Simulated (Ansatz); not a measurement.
HfO2 under a change: Hf → Tl

The parent structure is HfO2 (space group P4_2/nmc, No. 137; a = 3.577 Å, c = 5.203 Å).

One thing is altered: full substitution Hf → Tl, then cell and atoms are relaxed.

Level of theory: r2SCAN (Ansatz, a first-principles code; PAW; 500 eV plane waves; no SOC). k-mesh 16×16×16 (Γ-centred); smearing 0.05 eV (Fermi–Dirac), for the changed cell.

| quantity | base | changed | shift |
|---|---|---|---|
| volume per atom | 11.09 Å³ | 12.89 Å³ | +1.795 Å³ |
| space group | P4_2/nmc (No. 137) | I4/mmm (No. 139) | – |
| shortest interatomic distance | 2.059 Å | 2.344 Å | +0.2845 Å |
| band gap | 5.27 eV | zero | – |

Final structure:

```yaml
crystal:
  lattice:
    - [-2.02699, 2.02699, 2.35258]
    - [2.02699, -2.02699, 2.35258]
    - [2.02699, 2.02699, -2.35258]
  atoms:
    - { symbol: Tl, position: [0.00000, 0.00000, 0.00000] }
    - { symbol: O, position: [0.75000, 0.25000, 0.50000] }
    - { symbol: O, position: [0.25000, 0.75000, 0.50000] }
```

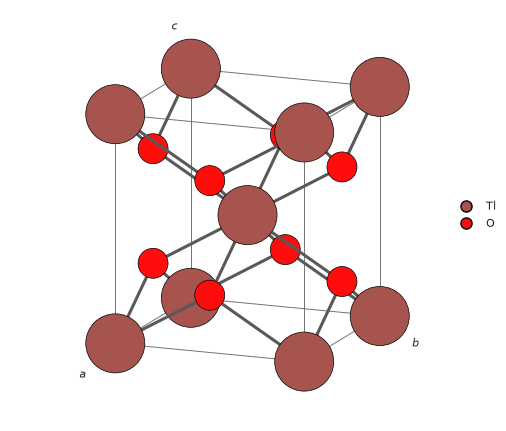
Figure: The relaxed conventional cell after the change

With Hf present, leaving out spin-orbit coupling can change the band edges. Whether these cells are dynamically stable was not tested. As relaxed here, TlO2 is a hypothetical phase, not in the database extracts checked. The final runs are not spin-polarised. An odd electron count without spin: TlO2. This is not the structure that HfO2 has at room temperature and ambient pressure.
